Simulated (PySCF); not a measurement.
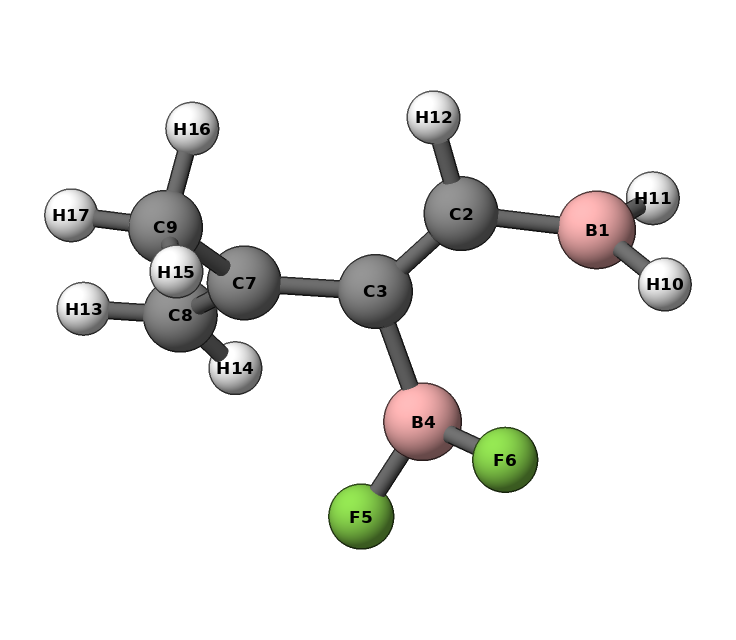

Geometry: a frame of a GFN2-xTB molecular-dynamics simulation, not a minimum. Method: GIAO PBE0/pcSseg-1 NMR shielding, non-relativistic, gas phase (PySCF 2.14.0). Principal shieldings σ11 ≤ σ22 ≤ σ33, span Ω = σ33 − σ11, skew κ = 3(σiso − σ22)/Ω.

Question. Which F atom has the most anisotropic shielding?

Answer. F6, with a span of 340 ppm.

Give the shielding tensors of the F atoms.

| atom | σ11 | σ22 | σ33 | σiso | Ω | κ |
| --- | --- | --- | --- | --- | --- | --- |
| F5 | 81.2 | 278.1 | 362.8 | 240.7 | 281.6 | −0.40 |
| F6 | 40.5 | 251.6 | 380.2 | 224.1 | 339.7 | −0.24 |

Shieldings and span in ppm.
